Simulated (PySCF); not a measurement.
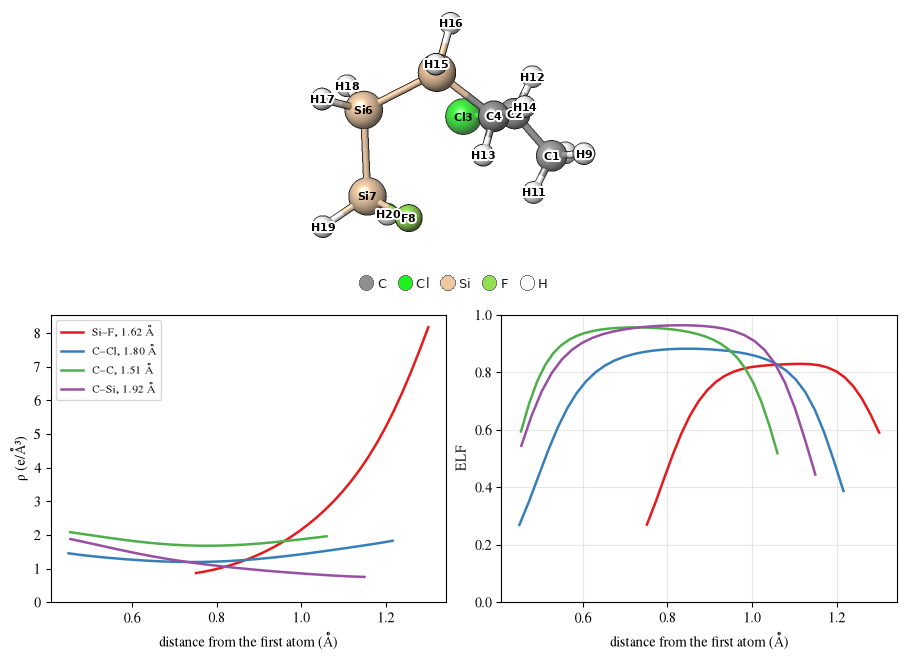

C$_{3}$H$_{12}$ClFSi$_{3}$. Total electron density and ELF along straight lines between neighbouring atoms. The curves leave out the atomic cores. The structure is drawn too.

Geometry: GFN2-xTB.

Computed with PySCF, PBE0/pcSseg-1, SCF density, gas phase, non-relativistic.

Input

```
{"job": {"kind": "nmr", "xc": "PBE0", "basis": "pcSseg-1"}, "charge": 0, "multiplicity": 1}
C     -2.440761     1.390708     0.074328
C     -1.742806     0.079254     0.386502
Cl    -1.295913    -0.704638    -1.172195
C     -0.506014     0.246920     1.243409
Si     0.588798    -1.322847     1.320770
Si     1.911954    -1.470329    -0.582905
Si     2.163603     0.481305    -1.797377
F      2.009237     1.696551    -0.729837
H     -2.762279     1.859840     1.002172
H     -3.313267     1.226491    -0.554138
H     -1.761116     2.067360    -0.439861
H     -2.436891    -0.621480     0.858388
H      0.081504     1.083770     0.864175
H     -0.836915     0.528728     2.243735
H      1.366508    -1.181222     2.563003
H     -0.323474    -2.452292     1.559365
H      3.246700    -1.960046    -0.179942
H      1.429257    -2.517240    -1.496922
H      3.472892     0.765306    -2.379610
H      1.143835     0.814538    -2.786095
```

Command:

```sh
OMP_NUM_THREADS=1 python probes_run.py task.json out
```

Compare the contacts.

Answer. Si–F (1.62 Å): ρ is about 1 e/Å³ halfway; the ELF peaks at about 0.85 in the valence shell of F, 0.5 Å from its nucleus, and is about 0.50 at the midpoint.
C–Cl (1.80 Å): ρ is about 1.3 e/Å³ halfway; the ELF peaks at about 0.90 between the atoms; a covalent bond.
C–C (1.51 Å): ρ is about 1.7 e/Å³ halfway; the ELF peaks at about 0.95 between the atoms: a covalent bond.
C–Si (1.92 Å): ρ at the midpoint is about 0.89 e/Å³; the ELF peaks at about 0.95 between the atoms (a shared electron pair).
